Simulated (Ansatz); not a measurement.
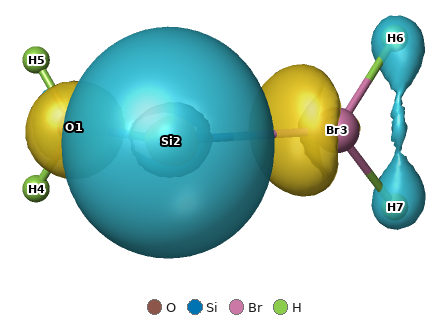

The picture shows: BrH$_{4}$OSi (charge +1). The HOMO−1 at ±0.15 Å⁻³ᐟ² (yellow and cyan are the two phases), seen across its widest extent.

Geometry: PBE0-D4/def2-TZVP.

The calculation used RKS PBE0-D4/def2-TZVPP in Ansatz 0.2.0.

```
atom    x (Å)    y (Å)    z (Å)
   O  -1.4947  -0.4140  -0.4500
  Si  -0.2976  -1.2858   0.8222
  Br   1.5025   0.2063   0.6112
   H  -1.6472  -0.7607  -1.3408
   H  -2.2458   0.1279  -0.1685
   H   1.7114   1.6610   1.0244
   H   2.4961   0.4978  -0.5106
```

Q: Describe this orbital and give its energy.

A: Its weight (Hirshfeld) is mainly on Si2 (about 70 %), Br3 (about 15 %) and O1 (about 10 %). Its energy is −13.65 eV.
